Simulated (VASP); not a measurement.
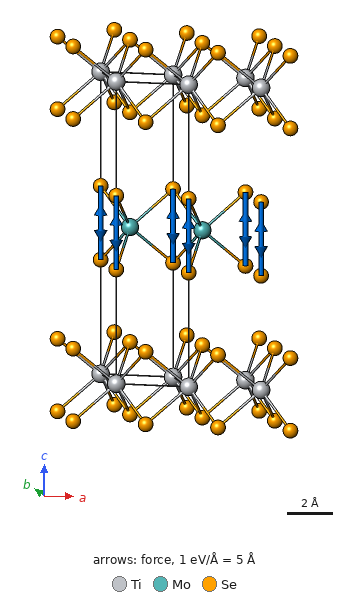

Starting geometry of a crystal of TiMoSe4 (a generated structure, set up in P-6m2) with the computed forces as blue arrows. Style: ball-and-stick. Shown: the cell of the calculation, repeated 2 × 1 × 1 with one cell outlined, slightly off an axis.

The run lets cell and atoms move.

The calculation used Kohn-Sham DFT of a periodic cell, PBE, VASP PAW PBE potentials, recommended in VASP.

Input file:
```
PREC = Normal
ENCUT = 520
EDIFF = 1E-4
ISMEAR = 0
SIGMA = 0.15
LREAL = F
LASPH = T
NELM = 60
ALGO = Fast
ISIF = 3
LWAVE = F
LCHARG = F
GGA = PE
IBRION = 2
NSW = 24
EDIFFG = -0.08
```

Run as
```bash
cat potpaw_PBE.64/Ti_sv/POTCAR potpaw_PBE.64/Mo_sv/POTCAR potpaw_PBE.64/Se/POTCAR > POTCAR
mpirun -np 1 vasp_std > vasp.out
```

What follows when this structure is relaxed?

Answer. It isn't relaxed: the largest force vector, on Se atoms, is 0.51 eV/Å. The atoms end up moving mostly along the starting forces (cosine between the two patterns 0.93). The largest moves relative to the cell, 0.054 Å, are those of Se atoms. Ti and Mo stay in place. The drawn cell changes as follows: a = b 3.420 → 3.400 Å (−0.6 %), c 13.680 → 13.945 Å (+1.9 %); the volume changes by +0.7 %. Some distances before and after: Mo–Se 2.585 → 2.562 Å, Se–Ti 2.568 → 2.556 Å. The space group stays P-6m2 (No. 187). The energy falls by 4.3 meV per atom in 10 geometry steps. Largest force component: 0.51 eV/Å at the start, 0.078 eV/Å at the end. The pressure goes from −1.85 to 0.46 GPa. At step 1 the optimiser overshot: the energy rose above the start, and later steps came back. It ran on 1 thread of Intel(R) Xeon(R) 6975P-C (Granite Rapids) (shared host).

Limits of the set-up: layers or molecules are held without a dispersion correction, so their spacing is unreliable.
